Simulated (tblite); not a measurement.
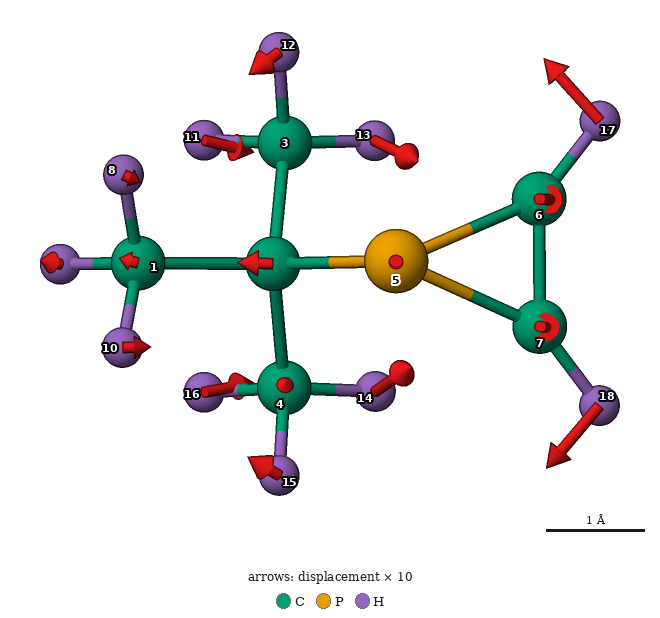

This is a relaxation of C₆H₁₁P. The starting structure is drawn; red arrows show the displacements, magnified 10 times. The two geometries are superimposed by the best rigid fit.

Style: ball-and-stick. Shown face on.

Theory: GFN2-xTB geometry optimisation, gas phase (tblite). 

Atoms of which element are displaced furthest, and by how much?

Answer. Hydrogen: up to 0.094 Å, against 0.069 Å for carbon.

Describe the change and its energy.

Answer. The energy falls by 0.104 eV in 42 geometry steps. The largest moves after the best rigid fit, 0.094 Å, are those of H atoms. Largest moves by element: H 0.094 Å, C 0.069 Å, P 0.012 Å. Some distances before and after: C–P 1.794 → 1.834 Å, C–H 1.110 → 1.089 Å, C–P 1.903 → 1.920 Å, C–C 1.536 → 1.526 Å. Bond angles that change, for instance: P–C–H 152.8° → 146.2°, C–C–H 138.2° → 144.7°, P–C–H 152.4° → 146.2°.
